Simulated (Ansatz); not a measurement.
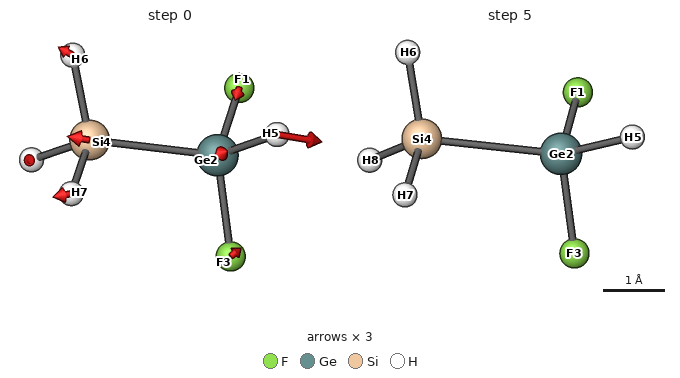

The structure of GeSiH$_{4}$F$_{2}$ (coarse preliminary run) before (left) and after (right) a relaxation, at one scale. The red arrows give the displacements, magnified 3 times.

The picture is a ball-and-stick view, seen from a free direction.

The start comes from a force field.

Computed with RKS PBE-D4/def2-SVP in Ansatz.

Input
```yaml
crystal:
  periodic: [false, false, false]
  atoms:
    - {symbol: F, position_ang: [1.592000, -1.017200, 1.524700]}
    - {symbol: Ge, position_ang: [1.112000, -0.001100, 0.115100]}
    - {symbol: F, position_ang: [1.613700, 1.657600, 0.356500]}
    - {symbol: Si, position_ang: [-1.105000, -0.023700, -0.177500]}
    - {symbol: H, position_ang: [1.806200, -0.581600, -1.165300]}
    - {symbol: H, position_ang: [-1.623400, -1.404100, -0.387900]}
    - {symbol: H, position_ang: [-1.510200, 0.783800, -1.339700]}
    - {symbol: H, position_ang: [-1.793200, 0.529300, 1.018300]}
basis:
  gaussian: {orbitals: def2-SVP}
hamiltonian: {xc: pbe, dispersion: d4}
relax: {f_tol: 0.03, max_steps: 200}
```

Launched with:
```bash
ansatz run in.yaml --threads 4 --pin off --events-out ev --progress --plain --max-ram 10444MiB
```

> What changed between the two?

The atom that moves furthest after the best rigid fit is H5 (0.28 Å). By element the largest moves are H 0.28 Å, Si 0.13 Å, Ge 0.10 Å, F 0.09 Å. Some distances before and after: Ge2–Si4 2.236 → 2.397 Å, F1–Ge2 1.803 → 1.758 Å, Si4–H7 1.472 → 1.502 Å, Ge2–H5 1.568 → 1.554 Å. Bond angles that change, for instance: Si4–Ge2–H5 109.2° → 122.3°, F1–Ge2–F3 110.5° → 104.4°, H6–Si4–H8 107.3° → 110.6°. The energy falls by 29.9 kJ/mol in 5 geometry steps. The largest force component goes from 2.1 to 0.0029 eV/Å. The run took 6 s on 4 threads of Arm Neoverse V1, on a shared host.
